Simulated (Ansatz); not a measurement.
# Profile along the Al–Al line in Al (fcc, Cu type)

Al (fcc, Cu type)

```xyz
1
Lattice="0.0000 1.9960 1.9960 1.9960 0.0000 1.9960 1.9960 1.9960 0.0000" Properties=species:S:1:pos:R:3 pbc="T T T"
Al     0.0000     0.0000     0.0000
```

Fields along a shortest Al–Al line of a {111} plane (2.82 Å), from Al to Al, interpolated on the slice's grid (step about 0.2 Å). Level of theory: r2SCAN (plane waves to 500 eV, PAW, scalar-relativistic; Ansatz, a program for electronic structure). k mesh 20×20×20. These are valence fields of a PAW run, semicore shells included where kept as valence: close to a nucleus they are smooth pseudo fields. Al was relaxed with its symmetry unable to fall.

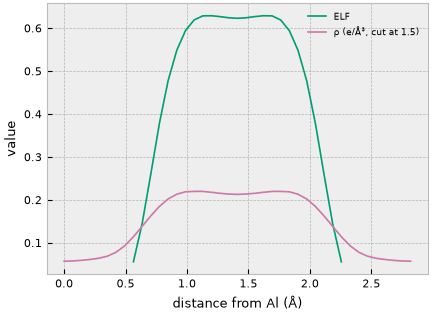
*ELF (away from the nuclei) and valence density from Al to Al.*

Density on the Al–Al line (2.82 Å) at its midpoint: 0.21 e/Å³. ELF at that point: 0.62. ELF maximum in the middle third of the Al–Al line: 0.63, 1.2 Å from Al.
